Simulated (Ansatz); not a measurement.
## Nudged elastic band of ZrNH4Cl3

ZrNH4Cl3, computed with RHF/def2-SVP (Ansatz 0.2.0).

One setting was made poor on purpose. It belongs to a series of runs on one base structure; here: band between the two ends.

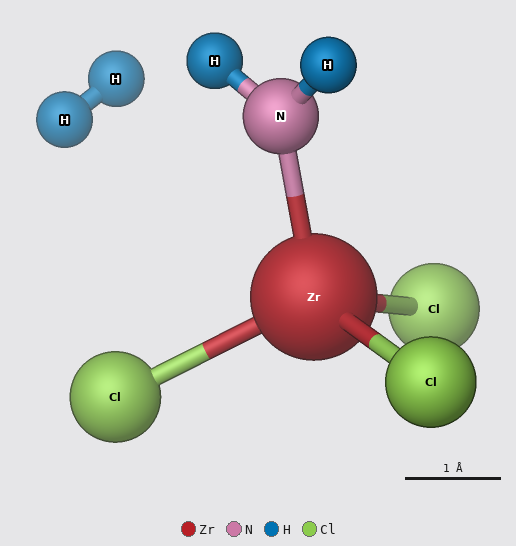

The input geometry (ball-and-stick view, seen at a tilt). Sticks mark near contacts. Bond lengths as drawn: Cl–Zr 2.37 to 2.38 Å, H–H 0.75 Å, H–N 1.01 Å and N–Zr 2.00 Å.

The input
```yaml
crystal:
  periodic: [false, false, false]
  atoms:
    - { symbol: Zr, position_ang: [-0.277768, 0.383386, 0.035251] }
    - { symbol: "N", position_ang: [-0.241829, 0.336426, 2.02965] }
    - { symbol: H, position_ang: [-0.863526, 0.844039, 2.638217] }
    - { symbol: H, position_ang: [0.392223, -0.208049, 2.592206] }
    - { symbol: Cl, position_ang: [1.970742, 0.378058, -0.731316] }
    - { symbol: Cl, position_ang: [-1.49035, 2.330279, -0.565574] }
    - { symbol: Cl, position_ang: [-1.379186, -1.558906, -0.788721] }
    - { symbol: H, position_ang: [2.228408, -2.562661, 1.583377] }
    - { symbol: H, position_ang: [1.642884, -2.947872, 1.842109] }
basis:
  gaussian: { orbitals: def2-SVP }
hamiltonian:
  xc: hf
neb:
  order_check: false
  images: 9
  f_tol: 0.05
  max_iterations: 60
  initial_path: linear
  final_atoms:
    - { symbol: Zr, position_ang: [0.52827869, -0.14043665, -0.04267008] }
    - { symbol: "N", position_ang: [-0.18012, -0.57972485, 2.23875611] }
    - { symbol: H, position_ang: [-1.15878718, -0.38056391, 2.38226856] }
    - { symbol: H, position_ang: [0.33830436, -0.01847877, 2.89714413] }
    - { symbol: Cl, position_ang: [1.68622682, 0.13208955, -2.10347293] }
    - { symbol: Cl, position_ang: [-0.14011002, 2.09991227, 0.50010739] }
    - { symbol: Cl, position_ang: [-1.08992175, -1.83975092, -0.54735786] }
    - { symbol: H, position_ang: [2.03001945, -0.7328065, 0.82138679] }
    - { symbol: H, position_ang: [-0.03229236, -1.54554021, 2.48903689] }
```

Launch command:
```bash
ansatz run input.yaml --threads 2 --pin off --max-ram 3072MiB --backend cpu --events-out ev --progress --plain --runs-dir out
```

What the program printed
```
Engine: ansatz 0.2.0, x86_64-unknown-linux-gnu
Functional definition: HF
  exchange = exact_x
  correlation = 0
1239 factors; integrals over basis functions are off by at most 2.3e-4 eV
mean field evaluation 1: about -40311.5656 eV, gradient 4.2e1 eV
mean field evaluation 2: about -40311.6615 eV, gradient 4.2e1 eV
mean field evaluation 4: about -40316.2070 eV, gradient 2.8e0 eV
mean field evaluation 8: about -40316.2547 eV, gradient 2.1e-1 eV
mean field -40316.25489587 eV, -1481.5950400840 hartree, gradient 6.7e-5 eV, S^2 0.000000; 0 other end points of the search recorded, 0 dependent functions left out
the calculation of the forces begins
reference -40316.25489587 eV, -1481.5950400840 hartree; 37, 37 occupied and 82, 82 virtual orbitals, 1239 factors
1241 factors; integrals over basis functions are off by at most 1.2e-3 eV
mean field evaluation 16: about -40316.4965 eV, gradient 3.1e0 eV
mean field -40316.55416900 eV, -1481.6060381688 hartree, gradient 4.7e-5 eV, S^2 0.000000; 0 other end points of the search recorded, 0 dependent functions left out
[... from here on the field's lines of each further geometry are left out, up to the last ...]
NEB iter   1: max|band force component| = 1.338e1 eV/Å  barrier→ = 7.3823 eV  barrier← = 7.6816 eV  Δτ_max = 0.2000 Å  (438 SCF iters)
NEB iter   2: max|band force component| = 7.711e0 eV/Å  barrier→ = 4.6031 eV  barrier← = 4.9024 eV  Δτ_max = 0.2000 Å  (337 SCF iters)
NEB iter   3: max|band force component| = 1.036e1 eV/Å  barrier→ = 3.5034 eV  barrier← = 3.8027 eV  Δτ_max = 0.1017 Å  (328 SCF iters)
NEB iter   4: max|band force component| = 3.887e0 eV/Å  barrier→ = 2.9879 eV  barrier← = 3.2872 eV  Δτ_max = 0.2000 Å  (339 SCF iters)
NEB iter   5: max|band force component| = 4.389e0 eV/Å  barrier→ = 2.1013 eV  barrier← = 2.4006 eV  Δτ_max = 0.1009 Å  (340 SCF iters)
NEB iter   6: max|band force component| = 1.822e0 eV/Å  barrier→ = 1.8608 eV  barrier← = 2.1601 eV  Δτ_max = 0.2000 Å  (336 SCF iters)
NEB iter   7: max|band force component| = 1.894e0 eV/Å  barrier→ = 1.6525 eV  barrier← = 1.9518 eV  Δτ_max = 0.1007 Å  (327 SCF iters)
NEB iter   8: max|band force component| = 6.387e-1 eV/Å  barrier→ = 1.5188 eV  barrier← = 1.8181 eV  Δτ_max = 0.1645 Å  (340 SCF iters)
NEB iter   9: max|band force component| = 8.648e-1 eV/Å  barrier→ = 1.4163 eV  barrier← = 1.7156 eV  CI = image 6  Δτ_max = 0.2000 Å  (338 SCF iters)
NEB iter  10: max|band force component| = 7.681e-1 eV/Å  barrier→ = 1.6913 eV  barrier← = 1.9905 eV  CI = image 6  Δτ_max = 0.0582 Å  (340 SCF iters)
NEB iter  11: max|band force component| = 5.142e-1 eV/Å  barrier→ = 1.6463 eV  barrier← = 1.9456 eV  CI = image 6  Δτ_max = 0.0908 Å  (345 SCF iters)
NEB iter  12: max|band force component| = 4.337e-1 eV/Å  barrier→ = 1.6376 eV  barrier← = 1.9369 eV  CI = image 6  Δτ_max = 0.0638 Å  (337 SCF iters)
NEB iter  13: max|band force component| = 1.482e-1 eV/Å  barrier→ = 1.6330 eV  barrier← = 1.9323 eV  CI = image 6  Δτ_max = 0.0716 Å  (326 SCF iters)
NEB iter  14: max|band force component| = 4.646e-1 eV/Å  barrier→ = 1.6274 eV  barrier← = 1.9267 eV  CI = image 6  Δτ_max = 0.0359 Å  (334 SCF iters)
NEB iter  15: max|band force component| = 1.082e-1 eV/Å  barrier→ = 1.6244 eV  barrier← = 1.9236 eV  CI = image 6  Δτ_max = 0.0645 Å  (319 SCF iters)
NEB iter  16: max|band force component| = 9.926e-2 eV/Å  barrier→ = 1.6217 eV  barrier← = 1.9210 eV  CI = image 6  Δτ_max = 0.0713 Å  (334 SCF iters)
NEB iter  17: max|band force component| = 1.129e-1 eV/Å  barrier→ = 1.6181 eV  barrier← = 1.9173 eV  CI = image 6  Δτ_max = 0.0358 Å  (336 SCF iters)
NEB iter  18: max|band force component| = 1.129e-1 eV/Å  barrier→ = 1.6151 eV  barrier← = 1.9144 eV  CI = image 6  Δτ_max = 0.0179 Å  (329 SCF iters)
NEB iter  19: max|band force component| = 8.264e-2 eV/Å  barrier→ = 1.6139 eV  barrier← = 1.9131 eV  CI = image 6  Δτ_max = 0.0179 Å  (289 SCF iters)
NEB iter  20: max|band force component| = 5.393e-2 eV/Å  barrier→ = 1.6124 eV  barrier← = 1.9116 eV  CI = image 6  Δτ_max = 0.0179 Å  (270 SCF iters)
NEB iter  21: max|band force component| = 5.765e-2 eV/Å  barrier→ = 1.6110 eV  barrier← = 1.9103 eV  CI = image 6  Δτ_max = 0.0179 Å  (270 SCF iters)
NEB iter  22: max|band force component| = 5.772e-2 eV/Å  barrier→ = 1.6095 eV  barrier← = 1.9088 eV  CI = image 6  Δτ_max = 0.0179 Å  (267 SCF iters)
NEB iter  23: max|band force component| = 7.241e-2 eV/Å  barrier→ = 1.6080 eV  barrier← = 1.9073 eV  CI = image 6  Δτ_max = 0.0090 Å  (257 SCF iters)
NEB iter  24: max|band force component| = 7.190e-2 eV/Å  barrier→ = 1.6073 eV  barrier← = 1.9066 eV  CI = image 6  Δτ_max = 0.0090 Å  (254 SCF iters)
NEB iter  25: max|band force component| = 6.373e-2 eV/Å  barrier→ = 1.6065 eV  barrier← = 1.9058 eV  CI = image 6  Δτ_max = 0.0090 Å  (253 SCF iters)
NEB iter  26: max|band force component| = 5.951e-2 eV/Å  barrier→ = 1.6058 eV  barrier← = 1.9051 eV  CI = image 6  Δτ_max = 0.0090 Å  (252 SCF iters)
NEB iter  27: max|band force component| = 5.978e-2 eV/Å  barrier→ = 1.6050 eV  barrier← = 1.9043 eV  CI = image 6  Δτ_max = 0.0179 Å  (253 SCF iters)
NEB iter  28: max|band force component| = 5.990e-2 eV/Å  barrier→ = 1.6035 eV  barrier← = 1.9028 eV  CI = image 6  Δτ_max = 0.0359 Å  (260 SCF iters)
NEB iter  29: max|band force component| = 1.386e-1 eV/Å  barrier→ = 1.6005 eV  barrier← = 1.8998 eV  CI = image 6  Δτ_max = 0.0179 Å  (325 SCF iters)
NEB iter  30: max|band force component| = 9.156e-2 eV/Å  barrier→ = 1.5989 eV  barrier← = 1.8982 eV  CI = image 6  Δτ_max = 0.0179 Å  (299 SCF iters)
NEB iter  31: max|band force component| = 7.635e-2 eV/Å  barrier→ = 1.5974 eV  barrier← = 1.8967 eV  CI = image 6  Δτ_max = 0.0179 Å  (270 SCF iters)
NEB iter  32: max|band force component| = 5.246e-2 eV/Å  barrier→ = 1.5958 eV  barrier← = 1.8951 eV  CI = image 6  Δτ_max = 0.0179 Å  (290 SCF iters)
the calculation of the forces begins
reference -40316.48726079 eV, -1481.6035793376 hartree; 37, 37 occupied and 82, 82 virtual orbitals, 1241 factors
1239 factors; integrals over basis functions are off by at most 1.0e-3 eV
mean field evaluation 2464: about -40314.6606 eV, gradient 1.1e-4 eV
mean field -40314.66057990 eV, -1481.5364500528 hartree, gradient 3.2e-5 eV, S^2 0.000000; 1 other end points of the search recorded, 0 dependent functions left out
the calculation of the forces begins
reference -40314.66057990 eV, -1481.5364500528 hartree; 37, 37 occupied and 82, 82 virtual orbitals, 1239 factors
NEB iter  33: max|band force component| = 4.853e-2 eV/Å  barrier→ = 1.5943 eV  barrier← = 1.8936 eV  CI = image 6  Δτ_max = 0.0000 Å  (622 SCF iters)
```

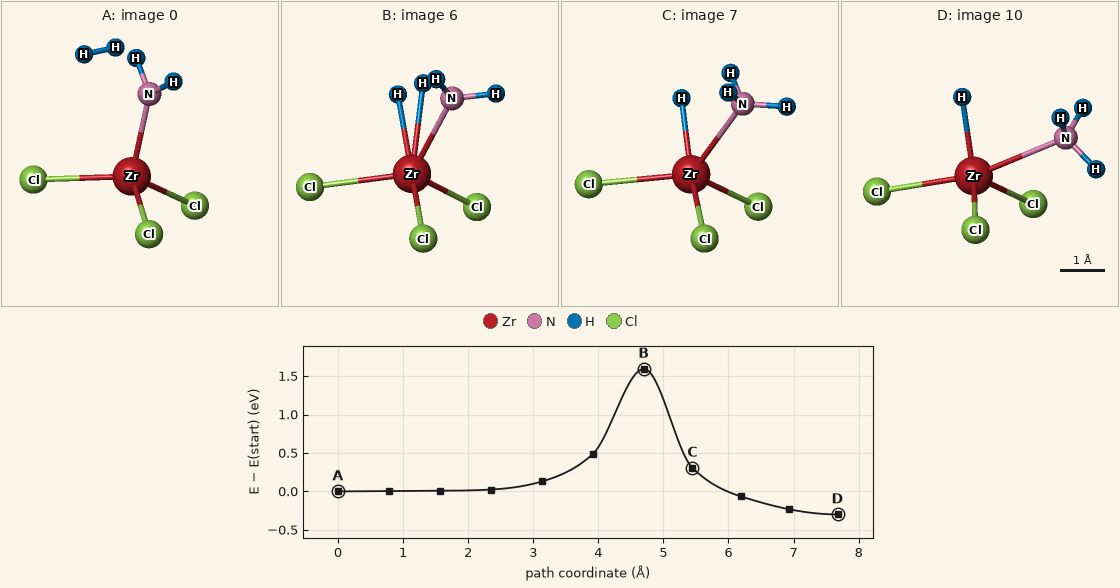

Images of the last band (counted from 0; ball-and-stick, seen at a tilt) above the energy along the path; the line is a cubic interpolation that uses the forces. The highest image is number 6, 1.594 eV above the start and 1.894 eV above the end (the climbing image); the end lies 0.299 eV below the start. The path is 7.68 Å long. The band converged in 33 iterations.

```
Total energy: -40314.66057990 eV, -1481.5364500528 hartree
Atom 0 at     0.370788    -0.160627     0.109304 Å, force     0.002740     0.008874     0.019276 eV/Å
Atom 1 at    -0.262157    -0.274293     2.183526 Å, force     0.041986     0.042000    -0.021977 eV/Å
Atom 2 at    -1.192160    -0.590956     2.410941 Å, force     0.000981    -0.007713     0.005487 eV/Å
Atom 3 at     0.050693     0.363984     2.897548 Å, force     0.002601     0.007361     0.005427 eV/Å
Atom 4 at     2.592711     0.232860    -0.647083 Å, force    -0.010552     0.006319     0.021242 eV/Å
Atom 5 at    -0.543767     2.010128    -0.315956 Å, force    -0.014577    -0.001328    -0.007553 eV/Å
Atom 6 at    -0.949059    -1.687482    -1.112860 Å, force     0.001794    -0.008920    -0.011398 eV/Å
Atom 7 at     1.269040    -1.662651     1.226916 Å, force    -0.007506    -0.015472    -0.001032 eV/Å
Atom 8 at     0.645510    -1.236264     1.882863 Å, force    -0.017467    -0.031121    -0.009472 eV/Å
Dipole moment:    -0.232075    -0.195959     0.876138 e Å
this run last wrote the band of iteration 33 to [file]
```

The last band as extended XYZ (Å, eV, eV/Å)
```
9
Properties=species:S:1:pos:R:3:forces:R:3 image=0 energy=-40316.25490
Zr   -0.2778    0.3834    0.0353   -0.0051   0.0019   0.0023
N    -0.2418    0.3364    2.0297    0.0042  -0.0037   0.0025
H    -0.8635    0.8440    2.6382    0.0000   0.0040   0.0000
H     0.3922   -0.2080    2.5922   -0.0045  -0.0004  -0.0025
Cl    1.9707    0.3781   -0.7313    0.0000  -0.0004  -0.0013
Cl   -1.4904    2.3303   -0.5656    0.0034  -0.0024   0.0008
Cl   -1.3792   -1.5589   -0.7887    0.0014  -0.0006  -0.0012
H     2.2284   -2.5627    1.5834    0.0000   0.0016  -0.0001
H     1.6429   -2.9479    1.8421    0.0007   0.0001  -0.0004
9
Properties=species:S:1:pos:R:3:forces:R:3 image=1 energy=-40316.25063
Zr   -0.2748    0.3954    0.0011    0.0007  -0.0001  -0.0012
N    -0.3269    0.3252    1.9944   -0.0029   0.0007   0.0030
H    -1.1505    0.4094    2.5684    0.0002   0.0047  -0.0002
H     0.4732    0.1910    2.5916    0.0007  -0.0039  -0.0017
Cl    2.0129    0.2721   -0.6105   -0.0001   0.0001   0.0006
Cl   -1.3084    2.4142   -0.7093   -0.0009  -0.0003   0.0000
Cl   -1.5373   -1.4217   -0.8710    0.0004  -0.0001  -0.0004
H     2.3054   -2.6485    1.6095   -0.0001  -0.0002   0.0011
H     1.7880   -2.9424    2.0610    0.0020  -0.0009  -0.0013
9
Properties=species:S:1:pos:R:3:forces:R:3 image=2 energy=-40316.24721
Zr   -0.2168    0.3784   -0.0040   -0.0035  -0.0004   0.0001
N    -0.3727    0.3092    1.9841    0.0080   0.0063   0.0303
H    -1.1229   -0.1192    2.5023   -0.0070  -0.0012  -0.0153
H     0.2848    0.7050    2.6372   -0.0011   0.0004  -0.0152
Cl    2.0948    0.3055   -0.5416   -0.0001   0.0004   0.0009
Cl   -1.1307    2.4264   -0.7996   -0.0002   0.0002  -0.0014
Cl   -1.4730   -1.4433   -0.8584   -0.0011   0.0007   0.0002
H     2.2173   -2.7149    1.5967   -0.0011  -0.0011   0.0051
H     1.7008   -2.8524    2.1184    0.0062  -0.0052  -0.0046
9
Properties=species:S:1:pos:R:3:forces:R:3 image=3 energy=-40316.23078
Zr   -0.0890    0.3045    0.0392   -0.0066   0.0100  -0.0050
N    -0.3471    0.2292    2.0183    0.0059   0.0124  -0.0188
H    -1.0165   -0.3546    2.4936    0.0015   0.0074   0.0053
H     0.1578    0.7699    2.7020   -0.0081   0.0000   0.0016
Cl    2.2408    0.3349   -0.4300   -0.0058   0.0084   0.0038
Cl   -1.0199    2.3303   -0.7868   -0.0104   0.0082  -0.0048
Cl   -1.2305   -1.5688   -0.8612   -0.0028   0.0062  -0.0025
H     1.8753   -2.6181    1.4534    0.0145  -0.0245   0.0092
H     1.4106   -2.4327    2.0068    0.0117  -0.0281   0.0112
9
Properties=species:S:1:pos:R:3:forces:R:3 image=4 energy=-40316.12572
Zr    0.0499    0.1742    0.1083   -0.0420   0.0590  -0.0256
N    -0.3542    0.1136    2.0695    0.0145   0.0505  -0.0339
H    -1.0970   -0.4355    2.4730    0.0053   0.0109   0.0029
H     0.1081    0.6205    2.8067   -0.0067   0.0308  -0.0173
Cl    2.3811    0.2482   -0.3769   -0.0258   0.0308   0.0690
Cl   -0.8225    2.2220   -0.7063   -0.0527   0.0484  -0.0550
Cl   -1.0861   -1.6483   -0.9029   -0.0131   0.0244   0.0115
H     1.6170   -2.2901    1.3126    0.0535  -0.1214   0.0290
H     1.1852   -2.0100    1.8511    0.0669  -0.1334   0.0193
9
Properties=species:S:1:pos:R:3:forces:R:3 image=5 energy=-40315.76670
Zr    0.2017    0.0031    0.1764   -0.1673   0.1930   0.0765
N    -0.3653   -0.0146    2.1191   -0.1464   0.2361  -0.0937
H    -1.1843   -0.5064    2.4429    0.0015   0.0618   0.0113
H     0.0504    0.4677    2.8975   -0.0249   0.0812   0.0244
Cl    2.4979    0.1761   -0.5005   -0.0777  -0.0057   0.2127
Cl   -0.6214    2.1051   -0.5198   -0.0825   0.1189  -0.1849
Cl   -0.9876   -1.6876   -0.9959   -0.0023   0.0277   0.0842
H     1.4204   -1.9250    1.2473    0.1590  -0.2885   0.0053
H     0.9699   -1.6237    1.7681    0.3406  -0.4245  -0.1357
9
Properties=species:S:1:pos:R:3:forces:R:3 image=6 energy=-40314.66058
Zr    0.3708   -0.1606    0.1093    0.0027   0.0089   0.0193
N    -0.2622   -0.2743    2.1835    0.0420   0.0420  -0.0220
H    -1.1922   -0.5910    2.4109    0.0010  -0.0077   0.0055
H     0.0507    0.3640    2.8975    0.0026   0.0074   0.0054
Cl    2.5927    0.2329   -0.6471   -0.0106   0.0063   0.0212
Cl   -0.5438    2.0101   -0.3160   -0.0146  -0.0013  -0.0076
Cl   -0.9491   -1.6875   -1.1129    0.0018  -0.0089  -0.0114
H     1.2690   -1.6627    1.2269   -0.0075  -0.0155  -0.0010
H     0.6455   -1.2363    1.8829   -0.0175  -0.0311  -0.0095
9
Properties=species:S:1:pos:R:3:forces:R:3 image=7 energy=-40315.94786
Zr    0.5315   -0.2415   -0.0110    0.1908  -0.1278  -0.1691
N    -0.2736   -0.3727    2.1966    0.0171  -0.0793   0.0235
H    -1.2391   -0.6282    2.3397   -0.0186   0.0411  -0.0346
H    -0.0452    0.3595    2.8517   -0.0203   0.0503  -0.0627
Cl    2.6892    0.3738   -0.7618    0.0959   0.0737  -0.2352
Cl   -0.5568    1.9435   -0.1042    0.0234  -0.0891   0.2590
Cl   -0.8520   -1.7129   -1.2422    0.0000  -0.0403  -0.0980
H     1.4017   -1.5556    1.0078    0.1193   0.0806  -0.3183
H     0.3259   -1.1711    2.3585   -0.4077   0.0908   0.6356
9
Properties=species:S:1:pos:R:3:forces:R:3 image=8 energy=-40316.31960
Zr    0.6589   -0.2436   -0.0015    0.0362  -0.0093   0.0048
N    -0.3780   -0.4787    2.1609    0.0148  -0.0108  -0.0155
H    -1.3818   -0.5771    2.1611   -0.0545   0.0243  -0.0382
H    -0.1690    0.3156    2.7487   -0.0236  -0.0020  -0.0450
Cl    2.6904    0.4288   -1.0335   -0.0210  -0.0013  -0.1513
Cl   -0.4239    1.9283    0.2084    0.0538  -0.0070   0.1139
Cl   -0.6959   -1.7253   -1.2684    0.0237  -0.0165   0.0127
H     1.6568   -1.3622    1.0617    0.0954   0.0717   0.0129
H     0.0240   -1.2912    2.5978   -0.1249  -0.0492   0.1057
9
Properties=species:S:1:pos:R:3:forces:R:3 image=9 energy=-40316.48726
Zr    0.7618   -0.1755    0.0568    0.0146   0.0150   0.0135
N    -0.4973   -0.5748    2.0918   -0.0060  -0.0060  -0.0258
H    -1.4991   -0.5879    1.9745   -0.0221   0.0007  -0.0248
H    -0.2930    0.1690    2.7430   -0.0179  -0.0277   0.0021
Cl    2.6539    0.3601   -1.2809   -0.0247  -0.0241  -0.0838
Cl   -0.1887    2.0191    0.4000    0.0517   0.0190   0.0400
Cl   -0.5947   -1.7412   -1.1243    0.0067  -0.0152   0.0458
H     1.8623   -1.0360    1.2410    0.0496   0.0784   0.0360
H    -0.2236   -1.4381    2.5334   -0.0520  -0.0400  -0.0029
9
Properties=species:S:1:pos:R:3:forces:R:3 image=10 energy=-40316.55417
Zr    0.8209   -0.0882    0.1136    0.0097   0.0021  -0.0109
N    -0.5533   -0.6465    2.0371    0.0191   0.0091  -0.0158
H    -1.5329   -0.4673    1.8744   -0.0095  -0.0030   0.0095
H    -0.2826   -0.1110    2.8477   -0.0075  -0.0004   0.0033
Cl    2.5574    0.2987   -1.4664    0.0022  -0.0037   0.0011
Cl   -0.0452    2.1144    0.5124   -0.0063  -0.0072   0.0086
Cl   -0.5107   -1.7821   -0.9439   -0.0022   0.0009   0.0042
H     1.9926   -0.7020    1.3797    0.0003   0.0007  -0.0004
H    -0.4647   -1.6212    2.2805   -0.0058   0.0015   0.0003
```

Results in brief

| quantity | value |
| --- | --- |
| outcome | converged |
| barrier, forward | 1.594 eV |
| barrier, backward | 1.894 eV |
| hardware | 2 threads of AMD EPYC (Zen 4), 64 GiB of memory available, shared host |
| wall time | 7.6 min (CPU time 14 min) |
| peak memory | 0.31 GiB |

Remarks

A deliberately poor setting: straight start. The order of the saddle point was not checked.
